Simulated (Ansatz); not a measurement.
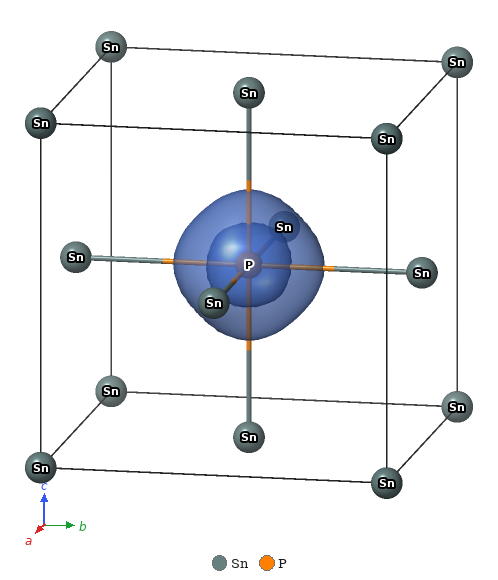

Figure 1: Sn4P. Isosurface of the electron localisation function at 0.7 (blue), seen slightly off an axis. Core shells and regions of very low density are left out. Sticks mark near contacts.

Space group Pm-3m; a structure generated by program, which may or may not match a known phase; computed without spin polarisation.

These are results of DFT PBE, scalar-relativistic, plane waves, PAW in Ansatz 0.2.0, not measurements.

Core electrons are frozen (PAW), and the valence fields are smoothed inside the atomic spheres.

```
CELL_PARAMETERS angstrom
5.28362 0.00000 0.00000
0.00000 5.28362 0.00000
0.00000 0.00000 5.28362
ATOMIC_POSITIONS crystal
Sn 0.00000 0.50000 0.50000
Sn 0.50000 0.50000 0.00000
Sn 0.50000 0.00000 0.50000
Sn 0.00000 0.00000 0.00000
P 0.50000 0.50000 0.50000
```

**Identify the bonds, lone pairs and shells in this picture.**

At this value the surface marks out one region wrapped around P (its valence shell), counted in one cell of 5 atoms. Regions shared between cells count once. Profiles from the grid: Sn–P (2.64 Å): the ELF peaks at about 0.85 in the valence shell of P, 0.8 Å from its nucleus, and is about 0.50 at the midpoint.
